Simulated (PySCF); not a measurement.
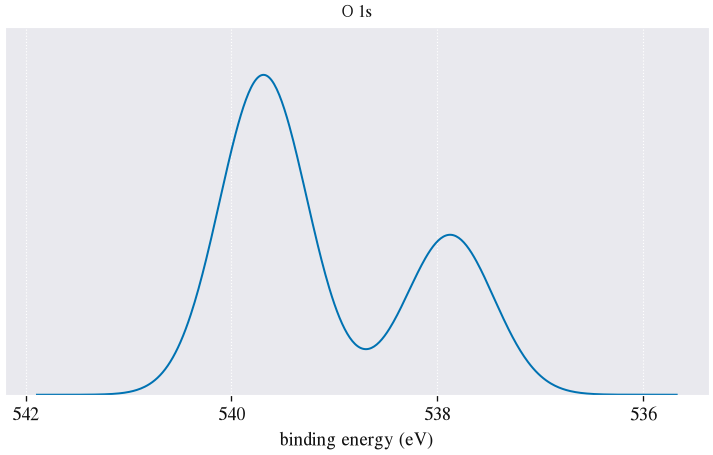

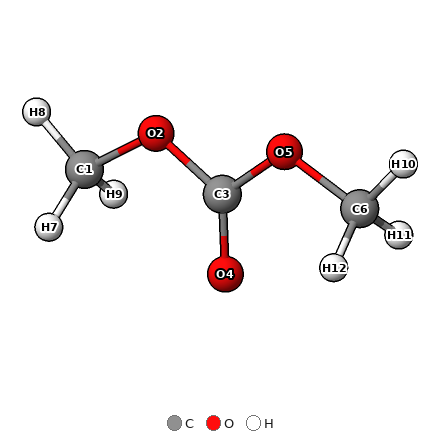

Simulated XPS of C₃H₆O₃ (dimethyl carbonate), SMILES COC(=O)OC. Vertical core-electron binding energies by ΔSCF (SCAN, pcX-2 on the ionised atom, pcseg-1 elsewhere, spin-free X2C; PySCF 2.14.0, at a GFN2-xTB geometry (no frequency check)), gas phase, against the vacuum level. One atom of each kind was ionised; within a panel, areas follow the number of like atoms, Gaussians of 1.0 eV full width. Only the regions named are shown.

**Assign the components.**

```csv
level,atoms,binding energy (eV)
O 1s,"O2, O5",539.7
O 1s,O4,537.9
```

**How large is the chemical shift across the O 1s region?**

1.8 eV, from O4 at 537.9 eV to O2, O5 at 539.7 eV.

Note: one conformer of a flexible molecule; the tight-binding geometry is rougher than a DFT one and adds to the error.
